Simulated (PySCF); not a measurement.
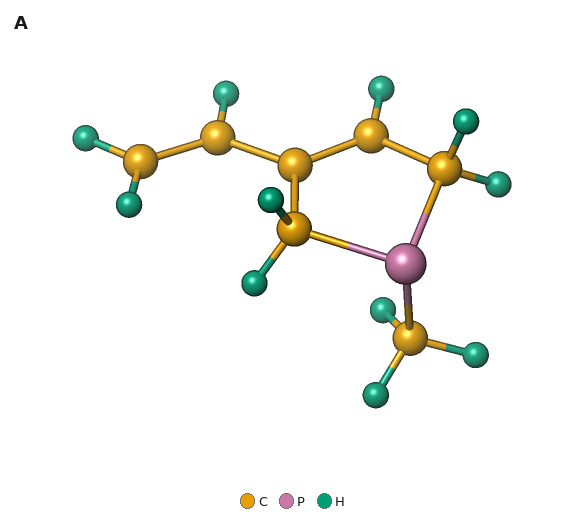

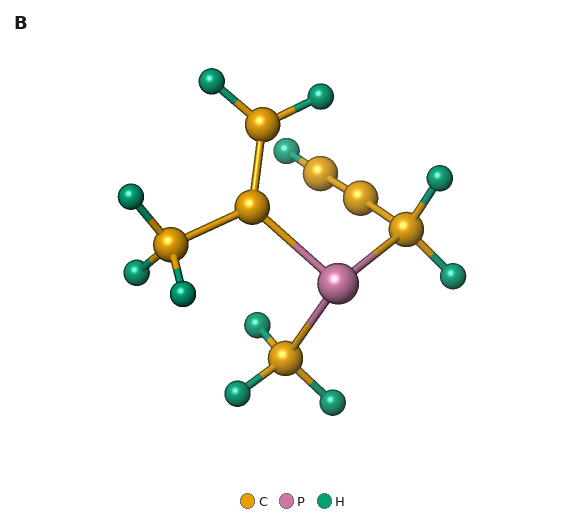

2 stationary structures of one formula. Geometries: GFN2-xTB. Electronic energies: PBE0/pcSseg-1 (PySCF 2.14.0), without zero-point energy. No frequency run is at hand to confirm each as a minimum. Each is one conformer, not always the lowest.

Question: Are they conformers, stereoisomers or constitutional isomers?

Answer: They are constitutional isomers of C7H11P: A `C=CC1=CCP(C)C1`, B `C#CCP(C)C(=C)C`.

Question: Which structure is the most stable?

Answer: A is lowest; B lies 43.5 kcal/mol above it.

The geometry is semi-empirical. Around P such bond lengths and angles can be off by a tenth of an ångström or more and by several degrees, and values that hang on the shape move with them.
